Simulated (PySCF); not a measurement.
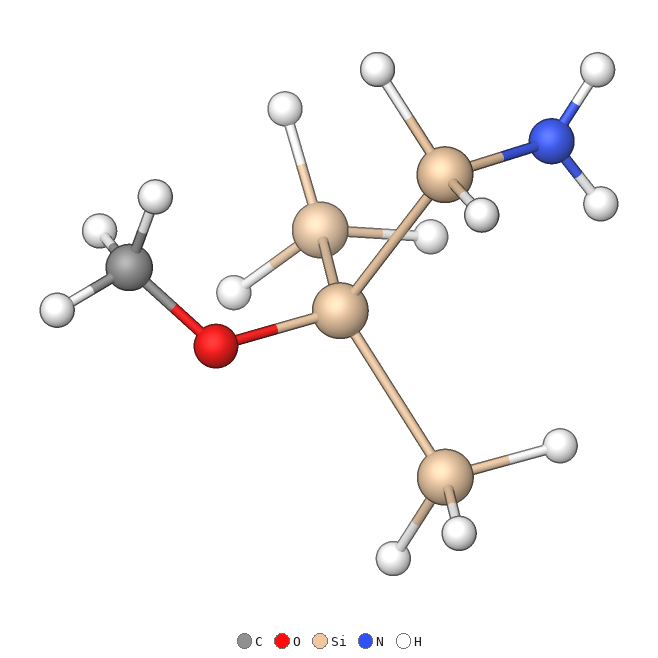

Describe the molecule.

It has 20 atoms: 1 carbon, 13 hydrogen, 1 nitrogen, 1 oxygen and 4 silicon (CH13NOSi4). SMILES: `CO[Si]([SiH3])([SiH3])[SiH2]N`. It has no ring. Among its groups: Si–H bond, Si–O bond, Si–N bond. This geometry has C1 symmetry. Coordination, clear cases only: 1 C tetrahedral; 1 O bent; 4 Si tetrahedral.

More results for the same structure follow; atom numbers are the same in all pictures, views and colours differ. Computed geometry: PBE0-D3(BJ)/def2-SVP optimisation. No frequency run is at hand to confirm it as a minimum.

### Geometry

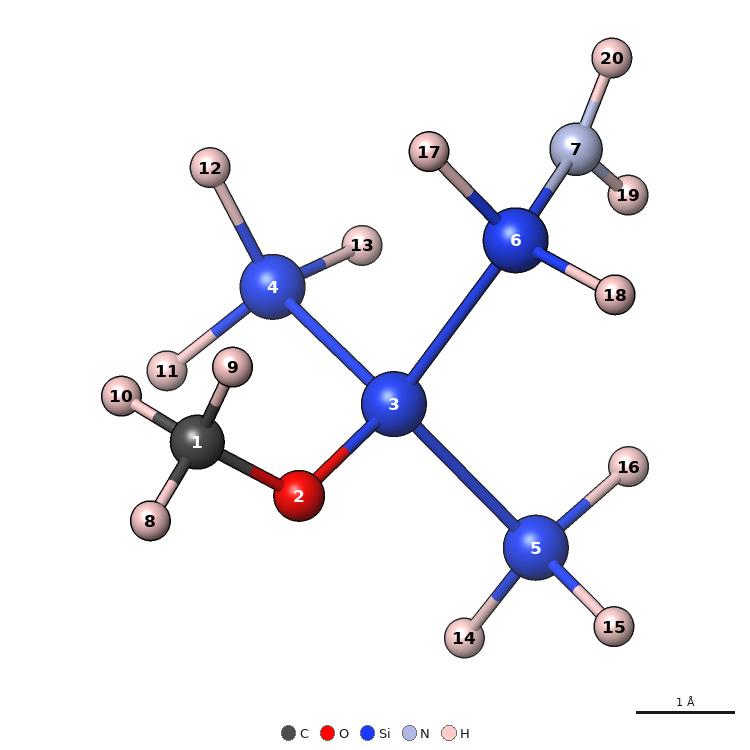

The atoms are numbered. No frequency run is at hand to confirm it as a minimum.

Give the bond lengths. Leave out bonds to hydrogen.

| bond | length (Å) | order |
| --- | --- | --- |
| C1–O2 | 1.400 | single |
| O2–Si3 | 1.681 | single |
| Si3–Si4 | 2.359 | single |
| Si3–Si5 | 2.340 | single |
| Si3–Si6 | 2.354 | single |
| Si6–N7 | 1.741 | single |

### NMR shielding

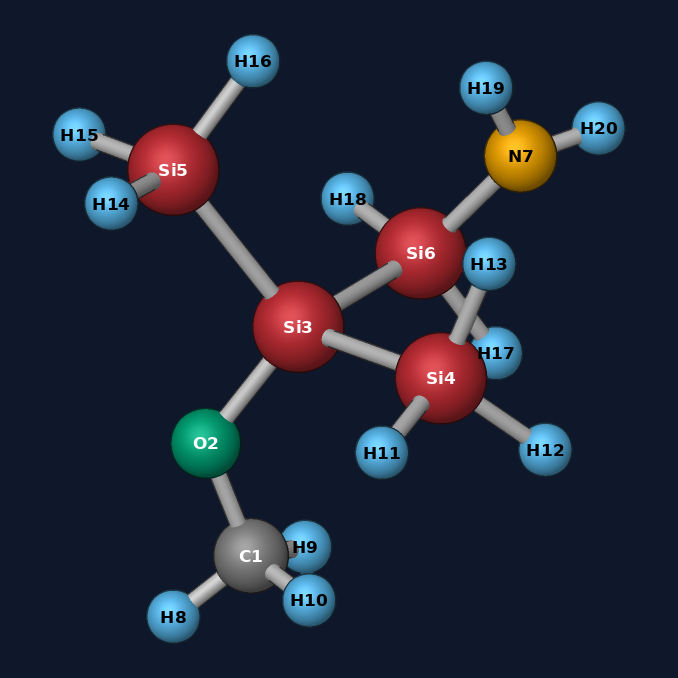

No frequency run is at hand to confirm it as a minimum. Method: GIAO PBE0/pcSseg-1 NMR shielding, non-relativistic, gas phase (PySCF 2.14.0). Principal shieldings σ11 ≤ σ22 ≤ σ33, span Ω = σ33 − σ11, skew κ = 3(σiso − σ22)/Ω.

Which Si atom has the most anisotropic shielding?

Answer. Si3, with a span of 234 ppm.

Give the shielding tensors of the Si atoms.

```
atom    σ11    σ22    σ33   σiso      Ω      κ
 Si3  270.0  283.3  503.6  352.3  233.7   0.89
 Si4  445.9  461.9  468.6  458.8   22.7  −0.41
 Si5  443.5  457.8  469.0  456.8   25.5  −0.12
 Si6  356.4  395.7  470.7  407.6  114.3   0.31
```

Shieldings and span in ppm.

### Charges

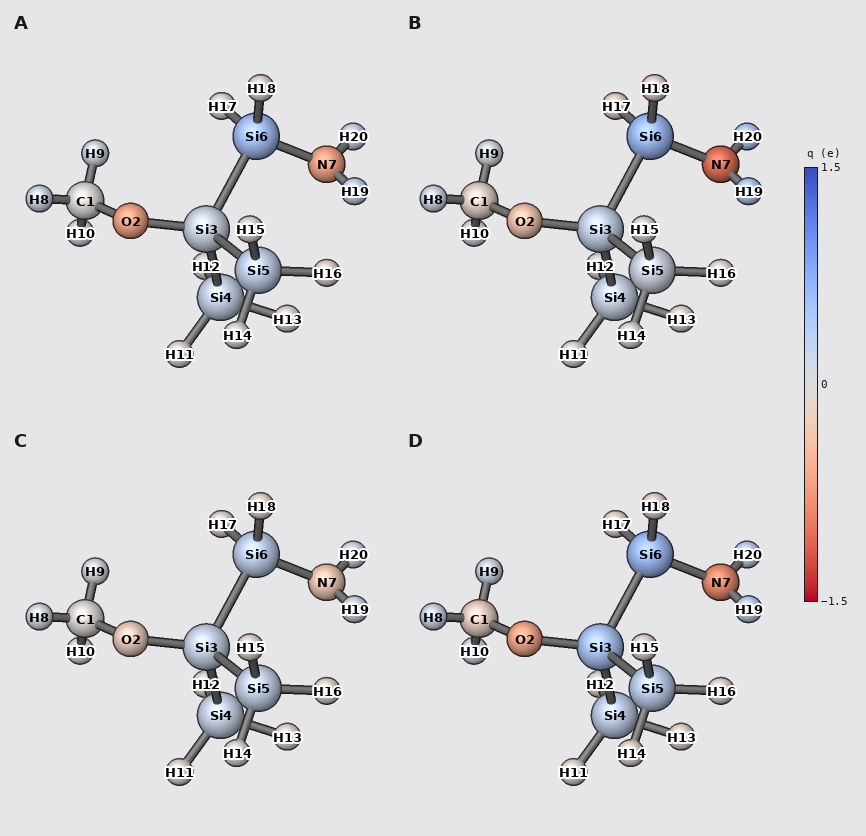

Atomic charges of one calculation by 4 schemes, on one colour scale. No frequency run is at hand to confirm it as a minimum. Computed with PBE0/pcSseg-1 (PySCF 2.14.0).

The schemes are ESP-fitted, Hirshfeld, IAO, Mulliken. Which panel shows which?

Answer. A Mulliken, B ESP-fitted, C Hirshfeld, D IAO.

List the charges (e), one line for each set of equivalent atoms.

```
atom  Mulliken  ESP-fitted  Hirshfeld    IAO
  C1     −0.03       −0.12      −0.04  −0.19
  O2     −0.63       −0.35      −0.23  −0.62
 Si3      0.13        0.21       0.18   0.44
 Si4      0.19        0.15       0.19   0.24
 Si5      0.24        0.13       0.21   0.28
 Si6      0.49        0.55       0.26   0.57
  N7     −0.65       −1.02      −0.31  −0.83
  H8      0.13        0.11       0.05   0.15
  H9      0.10        0.06       0.04   0.12
 H10      0.11        0.09       0.04   0.12
 H11     −0.05       −0.06      −0.08  −0.10
 H12     −0.05       −0.07      −0.07  −0.09
 H13     −0.06       −0.06      −0.07  −0.09
 H14     −0.05       −0.04      −0.07  −0.09
 H15     −0.04       −0.05      −0.07  −0.09
 H16     −0.08       −0.06      −0.08  −0.10
 H17     −0.08       −0.11      −0.08  −0.11
 H18     −0.09       −0.16      −0.09  −0.14
 H19      0.21        0.37       0.11   0.26
 H20      0.20        0.40       0.12   0.26
```

### Electronic properties

No frequency run is at hand to confirm it as a minimum. Method: CAM-B3LYP/def2-SVPD, gas phase (PySCF 2.14.0). Excitations: vertical, linear response.

What is the mean static polarisability?

Answer. 143.1 bohr³.

What is the LUMO energy (Kohn–Sham orbital)?

Answer. 0.15 eV.

Give the dipole moment at this level.

Answer. 1.37 D.

Give the HOMO energy (Kohn–Sham orbital) at this level.

Answer. −8.28 eV.

Mulliken values depend strongly on the basis set and can even reverse the polarity of a bond.
